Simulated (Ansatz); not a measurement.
# Dielectric function and optical constants of Ba2ZnP2

What colour and refractive index does Ba2ZnP2 have at this level of theory?

Program: Ansatz 0.2.0. Level of theory: DFT, PBE, plane-wave PAW, default files, scalar-relativistic, independent-particle optical response without local fields. Results are calculated unless marked as measured.

### 1. The structure

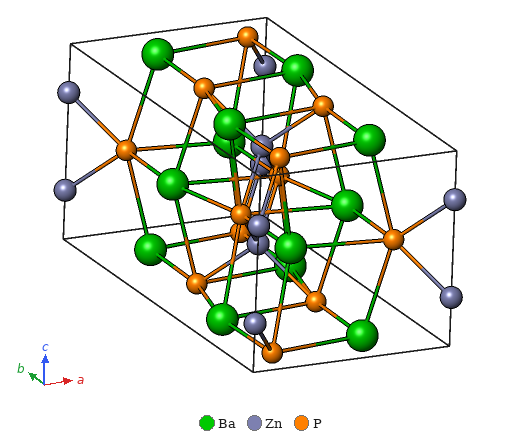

The starting structure, seen slightly off an axis (barium green, zinc blue, phosphorus orange). This picture shows the conventional cell, with its axes. Some periodic images of atoms are drawn too.

### 2. Ground state and bands

First the ground state: is it a metal or has it a gap?

This step: DFT, PBE, plane-wave PAW, default files, scalar-relativistic, ground state (Ansatz 0.2.0).

Input file input.yaml:

```yaml
crystal:
  lattice:
    - [-3.378, 6.554, 3.1925]
    - [3.378, -6.554, 3.1925]
    - [3.378, 6.554, -3.1925]
  atoms:
    - { symbol: Ba, position: [0.8597, 0.30882, 0.16852] }
    - { symbol: Ba, position: [0.1403, 0.69118, 0.83148] }
    - { symbol: Ba, position: [0.6403, 0.80882, 0.44912] }
    - { symbol: Ba, position: [0.3597, 0.19118, 0.55088] }
    - { symbol: Zn, position: [0.75, 0.75, 0.0] }
    - { symbol: Zn, position: [0.25, 0.25, 0.0] }
    - { symbol: P, position: [0.60649, 0.29992, 0.90641] }
    - { symbol: P, position: [0.39351, 0.70008, 0.09359] }
    - { symbol: P, position: [0.89351, 0.79992, 0.69343] }
    - { symbol: P, position: [0.10649, 0.20008, 0.30657] }
kpoints:
  mp_grid: { grid: [5, 5, 5] }
  band_path:
    path:
      - [[0.0, 0.0, 0.0], [0.30931833, 0.30931833, -0.30931833], [0.12573031, 0.49290635, -0.12573031], [0.0, 0.5, 0.0], [0.25, 0.25, 0.25], [0.5, 0.0, 0.0], [0.69068167, -0.30931833, 0.30931833], [0.5, -0.5, 0.5], [0.0, 0.0, 0.0], [-0.31641198, 0.31641198, 0.31641198], [0.0, 0.0, 0.5], [0.25, 0.25, 0.25]]
      - [[-0.12573031, 0.50709365, 0.12573031], [-0.31641198, 0.31641198, 0.31641198]]
      - [[0.31641198, -0.31641198, 0.68358802], [0.5, -0.5, 0.5]]
    npoints: 4
scf:
  occupations: { method: fermi_dirac, width: 0.05 }
  n_extra_bands: 14
hamiltonian:
  xc: pbe
  pseudopotentials: { kind: paw }
output:
  forces: true
  stress: true
  populations: true
  write_bands: true
```

The run is started by

```sh
$ ansatz run input.yaml --threads 4 --pin off --max-ram 8192MiB --backend cpu --events-out ev --progress --plain --runs-dir out
```

Numbers of over 12 decimals in the logs are rounded to 6 here.

Output:

```text
scf.n_extra_bands = 14 over 42 filled bands (N_el = 84.0): the run solves 56 bands
Engine: ansatz 0.2.0, x86_64-unknown-linux-gnu
Pseudopotentials: kind: paw
Pseudopotential: Ba, paw, valence charge 10, recommended cutoff 420 eV (normal), Ba.paw.azcp
Pseudopotential: Zn, paw, valence charge 12, recommended cutoff 420 eV (normal), Zn.paw.azcp
Pseudopotential: P, paw, valence charge 5, recommended cutoff 420 eV (normal), P.paw.azcp
Functional definition: PBE
  parameter kappa = 0.804
  parameter beta = 0.066725
  exchange = pbe_x(kappa = kappa, mu = beta*pi^2/3)
  correlation = pbe_c(beta = beta)
Crystal: 10 atoms, lattice volume = 282.720 Å³
Basis set: ecut = 420 eV, 5549 PW (Γ), exchange–correlation on 108×108×108 points (8 copies of the dense FFT grid, shifted against one another)
Bands: 56, of which v1, the nominal top of the filled ones, is band 42 counted from 1 (41 counted from 0)
Symmetry: 8 space group operations
Space group: Ibam (ITA 72), of the structure as read, at distance tolerance 6.6e-5 Å
k-points: 27 of 125
Non-local potential: Ba, projectors of the file, l = 0: 3, l = 1: 2, l = 2: 2, l = 3: 2
Non-local potential: Zn, projectors of the file, l = 0: 2, l = 1: 2, l = 2: 3, l = 3: 1
Non-local potential: P, projectors of the file, l = 0: 2, l = 1: 2, l = 2: 2
PAW form: soft (Blöchl's): semilocal exchange-correlation on the pseudo side does not see the compensation charge
PAW one-centre angular grid: Ba, 194 points (default); XC on 64 Gauss nodes
PAW one-centre angular grid: Zn, 590 points (default); XC on 64 Gauss nodes
PAW one-centre angular grid: P, 110 points (default); XC on 64 Gauss nodes
Initial density: superposition of atomic densities (neutral atoms: chi_scale 0, normalization atom), corrected by the library's trained network
Initial wavefunctions: pseudopotential atomic-orbital guess
Functional: x = pbe(κ = 0.804, μ = 0.219515), c = pbe(β = 0.066725)
SCF iter   1: F=—  HF=-33468.289562 eV  |F-HF|=—  |Δ(HF+E_count)|=         —  Δρ=7.20e-4  dr2=1.01e-3  ethr=1.77e-3  ⟨swp⟩=13.7  Hψ=10149  notcnv=0  defer=29
preconditioner: auto → Resta (q_TF=auto, 2.229 Å⁻¹)  ε∞=4.5  [insulator: Δε(μ)=0.724 eV  Ē_g=10.357 eV  σ=0.050 eV  W_gap=1.00  n_scr=52 (ndim 8)  ℏωp=19.3 eV  f_vac=0.000  D(μ)=0.00/eV (n_scr^D=0)  ε∞_Penn≈4.5]
SCF iter   2: F=—  HF=-33468.290147 eV  |F-HF|=—  |Δ(HF+E_count)|=   5.86e-4  Δρ=4.08e-4  dr2=3.62e-4  ethr=1.20e-6  ⟨swp⟩=2.8  Hψ=3277  notcnv=0  defer=86
SCF iter   3: F=—  HF=-33468.290327 eV  |F-HF|=—  |Δ(HF+E_count)|=   1.80e-4  Δρ=1.11e-4  dr2=5.84e-5  ethr=4.31e-7  ⟨swp⟩=2.0  Hψ=2383  notcnv=0  defer=86
SCF iter   4: F=—  HF=-33468.290254 eV  |F-HF|=—  |Δ(HF+E_count)|=   7.35e-5  Δρ=4.90e-5  dr2=8.72e-6  ethr=6.95e-8  ⟨swp⟩=2.0  Hψ=1951  notcnv=0  defer=86
SCF iter   5: F=—  HF=-33468.290256 eV  |F-HF|=—  |Δ(HF+E_count)|=   1.69e-6  Δρ=4.15e-5  dr2=4.00e-6  ethr=1.04e-8  ⟨swp⟩=2.0  Hψ=2058  notcnv=0  defer=86
SCF iter   6: F=—  HF=-33468.290255 eV  |F-HF|=—  |Δ(HF+E_count)|=   5.82e-7  Δρ=8.49e-6  dr2=3.18e-7  ethr=4.76e-9  ⟨swp⟩=2.0  Hψ=2002  notcnv=0  defer=86
SCF iter   7: F=-33468.290255 eV  HF=-33468.290255 eV  |F-HF|=7.14e-9  |Δ(HF+E_count)|=   1.99e-7  Δρ=1.83e-6  dr2=1.87e-8  ethr=1.19e-10  ⟨swp⟩=13.4  Hψ=8099  notcnv=0
SCF 1 converged in 7 iterations: F = -33468.290255 eV  dr2 = 1.87e-8
  greatest PAW one-centre occupation: 0.983 electrons in one spin orbital (limit 2), on the Zn atom at site 5 (counted from 0), in its partial waves of l = 2
NSCF: frozen V_eff on 55 k-points
SCF converged after 7 iterations
Free energy (F): -33468.290255 eV
Harris-Foulkes:  -33468.290255 eV  (|F-HF|=7.14e-9)
Internal energy: -33468.290197 eV  (E = F + TS)
E sigma→0 (E₀):  -33468.290226 eV
Entropy (-TS):   -0.000058 eV (-0.006 meV/atom)
Fermi energy:    8.309662 eV
--- Per-component energies (eV) ---
  E_band       = -109.320870
  E_kinetic    = 1218.457703
  E_local      = -6103.346048  (includes V_loc(G=0)·N_el)
  E_nonlocal   = 1586.430258
  E_hartree    = 2521.931394
  E_xc         = -1197.143072
  E_vxc        = -895.408990  (∫ρ·V_xc dr)
  E_paw        = -26831.886788  (= ΣΔE_a)
  E_vpaw       = -959.318064  (= ΣTr[D̂ρ^β])
  E_aug_tail   = -0.000731  (compensation charges beyond the density's cutoff)
  E_ewald      = -4662.732913
  E_smearing   = -0.000058  (= −TS)
  E_closure    = 0.000000  (closes the sum)
  Σ components = -33468.290255   (vs F -33468.290255, Δ=0.00e0)
--- Forces (eV/Å), atoms counted from 1 ---
  atom   1  Ba    -0.03263000     0.04898134     0.00000000
  atom   2  Ba     0.03263000    -0.04898134     0.00000000
  atom   3  Ba    -0.03263000    -0.04898134     0.00000000
  atom   4  Ba     0.03263000     0.04898134     0.00000000
  atom   5  Zn    -0.00000000     0.00000000     0.00000000
  atom   6  Zn     0.00000000     0.00000000     0.00000000
  atom   7  P      0.02770717    -0.04986723     0.00000000
  atom   8  P     -0.02770717     0.04986723     0.00000000
  atom   9  P      0.02770717     0.04986723     0.00000000
  atom  10  P     -0.02770717    -0.04986723     0.00000000
  max |Σ_I F_I| component: 6.94e-18 eV/Å
--- Stress (GPa, compression-positive) ---
        0.794425       0.000000       0.000000
        0.000000       0.833781       0.000000
        0.000000       0.000000       0.714779
  P = ⅓ Tr σ = 0.7810 GPa (7.810 kbar)
--- Band table (eV; the first three rows and the last of 27) ---
  k-point 0: bands = [... 38 lower, 7.1946, 7.7430, 7.7947, 7.8229, 9.0096, 9.5530, 9.7696, 9.8806, ... 10 higher]
  k-point 1: bands = [... 38 lower, 7.0383, 7.3192, 7.7213, 7.8434, 9.1888, 9.6283, 9.7174, 9.8811, ... 10 higher]
  k-point 2: bands = [... 38 lower, 6.7519, 7.1148, 7.4159, 7.8928, 9.4494, 9.7373, 9.7983, 9.8079, ... 10 higher]
  k-point 26: bands = [... 38 lower, 6.8636, 7.3730, 7.6312, 7.8001, 8.7174, 8.8274, 9.7131, 9.8084, ... 10 higher]
--- Löwdin populations: 10 sites ---
  site symbol       q [e]
     0     Ba      8.4370
     1     Ba      8.4370
     2     Ba      8.4370
     3     Ba      8.4370
     4     Zn     10.8794
     5     Zn     10.8794
     6      P      6.6326
     7      P      6.6326
     8      P      6.6326
     9      P      6.6326
  spilling = 0.023365 (of n_electrons = 84.000000)
```

It took 7.2 s on 4 threads of Intel Xeon 6975P-C (Granite Rapids), shared host; peak memory 1.2 GiB; 28 s of CPU time.

Reading the cycles: dr2 is the Hartree energy of the density residual (eV), the measure of convergence; HF is the Harris–Foulkes estimate of the energy, which meets the free energy F at convergence.

Numbers from this step:

- free energy: -33468.2903 eV
- Fermi energy: 8.310 eV
- gap by band count: 0.7236 eV
- electrons: 84
- symmetry operations: 8
- pressure: 0.7810 GPa
- volume: 282.7 Å³
- gap on the path: 0.6738 eV
- least direct gap on the path: 0.8009 eV

There is a gap, 0.67 eV on the path, so no carriers' term is needed. The cell is left with a pressure of 0.8 GPa and forces up to 0.06 eV/Å, as it stands unrelaxed at this level.

Electronic bands along the path, in eV, zero at the Fermi level; v1 is the highest filled band, c1 the lowest empty one:

```
     point     v4     v3     v2     v1    c1    c2    c3    c4
         Γ  -1.11  -0.57  -0.52  -0.49  0.70  1.24  1.46  1.57
         X  -1.36  -1.21  -1.07  -0.72  0.62  0.75  1.49  1.90
         L  -1.42  -1.37  -1.16  -1.14  0.98  1.17  1.95  2.01
         T  -1.58  -1.58  -1.23  -1.23  1.45  1.45  2.07  2.07
         W  -1.64  -1.64  -1.25  -1.25  1.64  1.64  1.74  1.74
         R  -1.33  -1.33  -0.99  -0.99  1.12  1.12  1.36  1.36
        X1  -1.36  -1.21  -1.07  -0.72  0.62  0.75  1.49  1.90
         Z  -1.48  -0.58  -0.53  -0.53  0.28  0.45  1.30  1.35
         Γ  -1.11  -0.57  -0.52  -0.49  0.70  1.24  1.46  1.57
         Y  -1.34  -1.34  -0.82  -0.43  0.62  0.89  1.63  1.83
         S  -1.59  -1.15  -0.99  -0.41  1.14  1.42  1.53  1.63
         W  -1.64  -1.64  -1.25  -1.25  1.64  1.64  1.74  1.74
jump to L1  -1.42  -1.37  -1.16  -1.14  0.98  1.17  1.95  2.01
         Y  -1.34  -1.34  -0.82  -0.43  0.62  0.89  1.63  1.83
jump to Y1  -1.34  -1.34  -0.82  -0.43  0.62  0.89  1.63  1.83
         Z  -1.48  -0.58  -0.53  -0.53  0.28  0.45  1.30  1.35
```

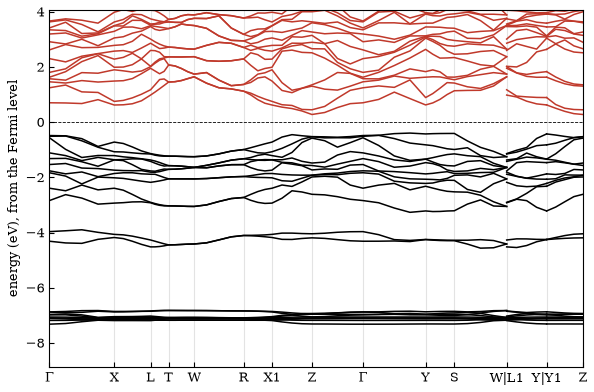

Electronic bands along the path; lines of filled and empty bands in two colours.

### 3. Spectrum

The spectrum is a sum over vertical transitions between filled and empty bands at the fixed density, so many empty bands are needed.

This step: DFT, PBE, plane-wave PAW, default files, scalar-relativistic, independent-particle optical response without local fields (Ansatz 0.2.0).

input.yaml, the sections that differ from step 2:

```yaml
kpoints:
  mp_grid: { grid: [5, 5, 5] }
scf:
  occupations: { method: fixed }
output:
  optics:
    e_range: [0, 14]
    de: 0.05
    sigma: 0.15
    nscf_kmesh: { grid: [6, 6, 6] }
    bands: { spectra_wanted_up_to: 14 }
# crystal, hamiltonian: as in step 2
```

Output:

```text
[...]
Crystal: 10 atoms, lattice volume = 282.720 Å³
Basis set: ecut = 420 eV, 5549 PW (Γ)
Bands: 52, of which v1, the nominal top of the filled ones, is band 42 counted from 1 (41 counted from 0)
Symmetry: 8 space group operations
[...]
k-points: 27 of 125
[...]
SCF iter   1: F=—  HF=-33468.289143 eV  |F-HF|=—  |Δ(HF+E_count)|=         —  Δρ=7.14e-4  dr2=9.64e-4  ethr=1.77e-3  ⟨swp⟩=7.2  Hψ=6468  notcnv=0  defer=203
[...]
SCF iter  10: F=-33468.290317 eV  HF=-33468.290317 eV  |F-HF|=7.28e-12  |Δ(HF+E_count)|=  2.18e-11  Δρ=2.93e-8  dr2=3.27e-12  ethr=1.00e-12  ⟨swp⟩=20.2  Hψ=9169  notcnv=0
SCF 1 converged in 10 iterations: F = -33468.290317 eV  dr2 = 3.27e-12
[...]
NSCF: frozen V_eff on 46 k-points
[...]
output.optics: what the bands over the 134 summed would add to eps1, eps2 and the energy-loss function is held between a lower and an upper bound (9 Lanczos steps). eps1, eps2 and their loss function (loss_summed_bands) are given on every row as the summed bands alone make them. Along an axis, on a row where the two bounds hold the loss function to about 1 % of the greater of itself and 0.5 % of |1/eps|, its cell (loss_completed) is given, with the completed eps1 and eps2 that it is formed of (a cell that is left empty reads nan in the table and null in the record). The two bounds hold it so along every axis on all 281 rows up to 14.000 eV. [rest of the remark cut]
SCF converged after 10 iterations
Free energy (F): -33468.290317 eV
[...]
Internal energy: -33468.290317 eV  (E = F + TS)
E sigma→0 (E₀):  -33468.290317 eV
Fermi energy:    7.908283 eV
[...]
--- Band table (eV; the first three rows and the last of 27) ---
  k-point 0: bands = [... 38 lower, 7.1946, 7.7430, 7.7947, 7.8229, 9.0096, 9.5530, 9.7696, 9.8806, ... 6 higher]
  k-point 1: bands = [... 38 lower, 7.0383, 7.3192, 7.7213, 7.8433, 9.1887, 9.6283, 9.7174, 9.8811, ... 6 higher]
  k-point 2: bands = [... 38 lower, 6.7519, 7.1148, 7.4159, 7.8928, 9.4493, 9.7373, 9.7983, 9.8079, ... 6 higher]
  k-point 26: bands = [... 38 lower, 6.8635, 7.3729, 7.6312, 7.8000, 8.7174, 8.8273, 9.7131, 9.8084, ... 6 higher]
```

Run time: 4.9 min. Hardware: 4 threads; peak memory 5.4 GiB; 17 min of CPU time.

Numbers from this step:

```
electronic dielectric constant ε∞, mean over x, y and z (by symmetry where fewer were run)                                                          : 10.98
absorption onset, first axis (α over 10⁴ cm⁻¹, or the direct gap if that lies higher)                                                               : 0.9665 eV
main peak of Im epsilon, first axis                                                                                                                 : 4.013 eV
photocurrent from vertical transitions in a film 500 nm thick on a perfect mirror (two passes), AM1.5G, no front reflection, all carriers collected : 47.40 mA/cm²
least direct gap on the mesh                                                                                                                        : 0.8009 eV
bands summed                                                                                                                                        : 134
spectra valid up to                                                                                                                                 : 15.98 eV
program's estimate of the k-sum error in Im epsilon                                                                                                 : 0.1 %
electrons in the f-sum                                                                                                                              : 61.38
```

The Im ε has structure finer than the step of the table below, so its rows give means over 1 eV, whole bins alone (the curve runs from 0 to 14 eV). Peaks (eV: height): E ∥ x 4.0: 12.2; E ∥ y 3.1: 11.4, 4.2: 12.0; E ∥ z 3.0: 16.2.

Im ε against photon energy; means over each step:

```
photon energy (eV)  E ∥ x  E ∥ y  E ∥ z
                 1  0.586  0.685   1.95
                 2   6.38   6.90   8.16
                 3   10.4   10.3   13.4
                 4   11.2   10.8   12.0
                 5   9.46   9.13   7.82
                 6   5.41   5.96   5.57
                 7   2.97   3.61   2.70
                 8   2.09   2.15   1.64
                 9   1.14   1.18   1.02
                10   1.18   1.08   1.11
                11   1.31   1.11   1.33
                12  0.715  0.646  0.666
                13  0.582  0.513  0.576
```

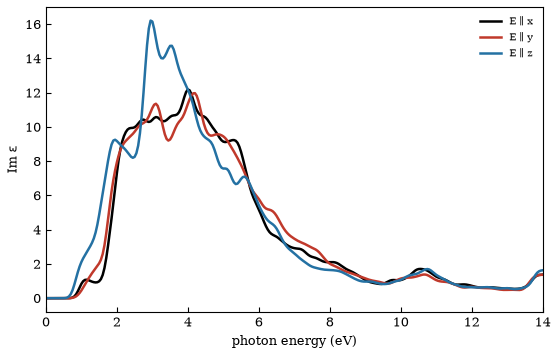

Im ε, plotted against photon energy.

Table of Re ε by photon energy:

```
photon energy (eV)   E ∥ x   E ∥ y   E ∥ z
                 0    10.3    10.5    12.2
                 1    11.8    12.2    14.6
                 2    15.6    14.1    12.3
                 3    8.00    7.95    8.50
                 4    3.87    4.76  0.0801
                 5  -0.357  -0.188   -1.51
                 6   -3.35   -2.31   -3.07
                 7   -1.69   -2.09   -2.40
                 8   -1.08   -1.75   -1.09
                 9  -0.756  -0.858  -0.431
                10   0.382   0.143   0.493
                11  -0.122  -0.115  -0.127
                12   0.305   0.355   0.409
                13   0.897   0.876   0.954
                14    1.45    1.24    1.54
```

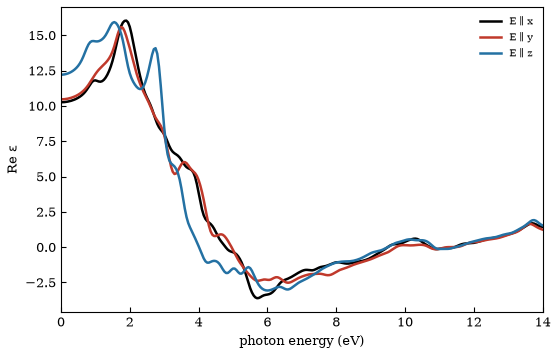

Re ε against photon energy.

Refractive index n and extinction k against photon energy:

```
photon energy (eV)  n, E ∥ x  k, E ∥ x  n, E ∥ y  k, E ∥ y
                 0      3.20         0      3.23         0
                 2      4.05     0.901      3.89      1.02
                 4      2.89      2.11      2.92      1.94
                 6      1.19      2.18      1.40      2.07
                 8     0.803      1.31     0.679      1.49
                10     0.869     0.610     0.805     0.711
                12     0.738     0.490     0.745     0.446
                14      1.31     0.525      1.24     0.551
```

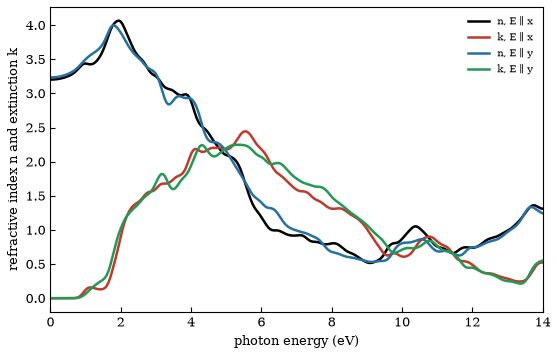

Refractive index n and extinction k against photon energy.

The reflectivity at normal incidence has structure finer than the step of the table below, so its rows give means over 1 eV, whole bins alone (the curve runs from 0 to 14 eV). Peaks (eV: height): E ∥ x 5.8: 50.6, 10.9: 20.3; E ∥ y 7.9: 46.7, 10.9: 20.5; E ∥ z 6.7: 51.4, 11.0: 20.1.

Table of reflectivity at normal incidence by photon energy; means over each step:

```
photon energy (eV)  E ∥ x (%)  E ∥ y (%)  E ∥ z (%)
                 1       29.9       30.8       34.4
                 2       37.0       36.8       37.2
                 3       37.1       37.0       42.4
                 4       39.7       38.9       45.0
                 5       42.8       41.7       43.1
                 6       49.3       44.2       47.0
                 7       42.0       43.9       49.8
                 8       37.3       44.7       39.9
                 9       33.4       37.2       29.9
                10       11.7       16.7       10.7
                11       18.4       18.0       17.7
                12       8.81       9.20       8.23
                13       2.41       2.22       2.25
```

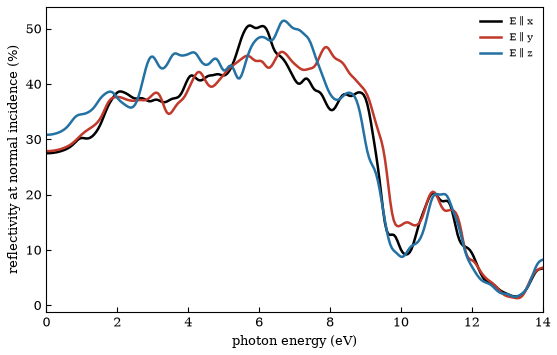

Reflectivity at normal incidence against photon energy.

The loss function −Im 1/ε at q → 0 has structure finer than the step of the table below, so its rows give means over 1 eV, whole bins alone (the curve runs from 0 to 14 eV). Peaks (eV: height): E ∥ x 9.4: 1.19, 11.6: 1.22; E ∥ y 9.7: 1.14, 11.7: 1.47; E ∥ z 9.5: 1.21, 11.7: 1.36.

Table of loss function −Im 1/ε at q → 0 by energy loss; means over each step:

```
energy loss (eV)    E ∥ x    E ∥ y    E ∥ z
               1  0.00405  0.00400  0.00838
               2   0.0252   0.0292   0.0347
               3   0.0604   0.0633   0.0485
               4   0.0795   0.0797   0.0837
               5    0.104    0.108    0.124
               6    0.142    0.148    0.144
               7    0.249    0.207    0.212
               8    0.363    0.292    0.406
               9    0.718    0.601    0.831
              10    0.805    0.920    0.829
              11    0.801    0.919    0.779
              12     1.08     1.19     1.08
              13    0.508    0.523    0.468
```

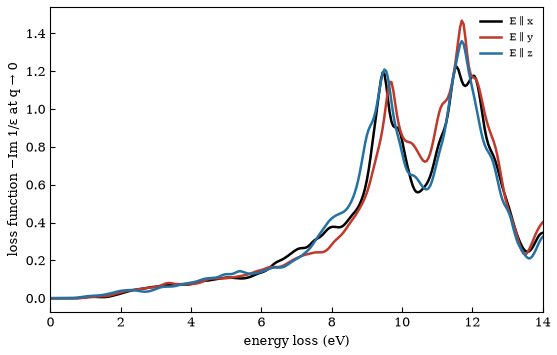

Loss function −Im 1/ε at q → 0, plotted against energy loss.

At chosen wavelengths:

```
wavelength (nm)   n x    k x  R (%) x   1/α x   n y    k y  R (%) y   1/α y
           1550  3.37  0.015     29.4  8.0 µm  3.39  0.008     29.6   16 µm
           1064  3.43  0.156     30.2  542 nm  3.57  0.144     31.7  588 nm
            800  3.70  0.151     33.1  423 nm  3.78  0.297     34.1  214 nm
            633  4.06  0.808     38.2   62 nm  3.92  0.962     37.6   52 nm
            450  3.38  1.544     37.3   23 nm  3.38  1.514     37.1   24 nm
            248  2.10  2.180     41.5  9.1 nm  2.15  2.195     41.7  9.0 nm
            193  0.99  1.848     46.2  8.3 nm  1.27  1.978     44.0  7.8 nm
```

Rows near the edge hang on the gap, which this functional as a rule makes too small, and phonon-assisted absorption is left out.

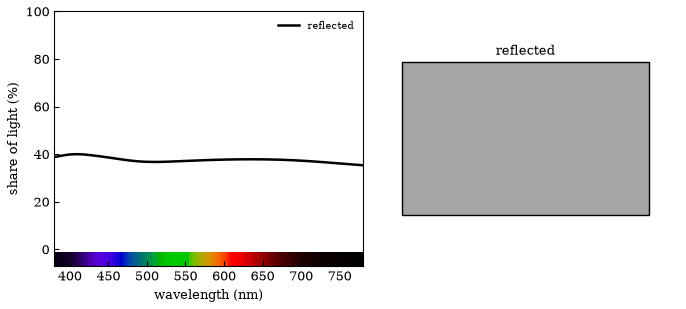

Light reflected across the visible range, with the colour that it makes of daylight (sRGB).

A polished face would reflect 37 % of daylight and look grey (CIE x = 0.312, y = 0.324 under D65).

The f-sum over the summed bands holds 61.4 of the cell's 84 electrons outside the frozen cores, 32 of which lie in bands more than 12 eV below the Fermi level, whose transitions come at higher energies. Up to 14 eV the strength has a mean oscillator energy of 4.4 eV, close to the main peak.

(Continued in part 2 of 2.)

[Logs are printed without paths, hosts, clocks, repeated set-up lines and the standing remarks that a program may print on its own settings, such as how far it seeks lower states.]

[Hosts, paths, dates, database ids (printed as entryN), source tags and the programs' standing remarks are cut or masked in the printed files.]
